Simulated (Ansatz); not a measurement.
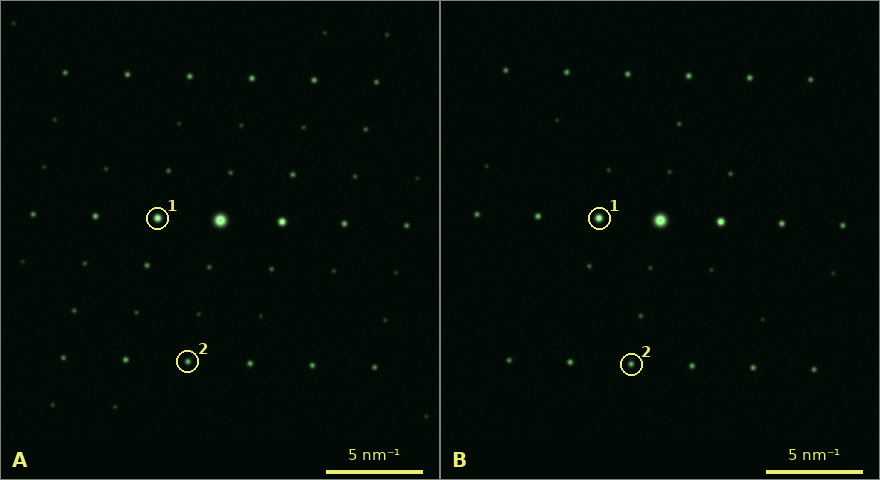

Kinematic electron diffraction patterns (200 kV, B = 0.5 Å², same scale) along [101] of the run's own cell, for the start and the end of one relaxation of La2SbN2 with Ansatz, DFT, PAW plane waves, r2scan. k mesh 7×7×7. The start is a generated model structure, and the relaxation ends in the nearest stationary point of its symmetry, not necessarily the ground state. Spot 1 is -1 0 1 and spot 2 is 0 -3 0 in both.

Start structure:

```
CELL_PARAMETERS angstrom
0.00000 4.12766 0.00000
4.12766 0.00000 0.00000
2.06383 2.06383 -6.91681
ATOMIC_POSITIONS crystal
N 0.25000 0.75000 0.50000
N 0.75000 0.25000 0.50000
Sb 0.00000 0.00000 0.00000
La 0.34400 0.34400 0.31200
La 0.65600 0.65600 0.68800
```

**Which pattern belongs to the start structure, and which to the relaxed one?**

A is the start: its cell gives d(1) = 3.075 Å, d(2) = 1.318 Å and an angle of 79.0°. B is the relaxed structure, with d(1) = 3.139 Å (+2.1 %), d(2) = 1.304 Å (-1.1 %) and 80.4°.

**Name reflections whose intensity changes strongly on relaxation.**

2 2 -2 fades out of sight.

**Summarise the relaxation behind the change.**

The volume changed by +3.8 % to 24.45 Å³ an atom; with the mean shift removed, the atoms moved by up to 0.17 Å relative to the cell (La most); the space group stayed I4/mmm (No. 139); the free energy fell by 48 meV an atom. Relaxed cell: a = 4.053 Å, b = 4.053 Å, c = 7.976 Å, α = 75.28°, β = 75.28°, γ = 90.00°.
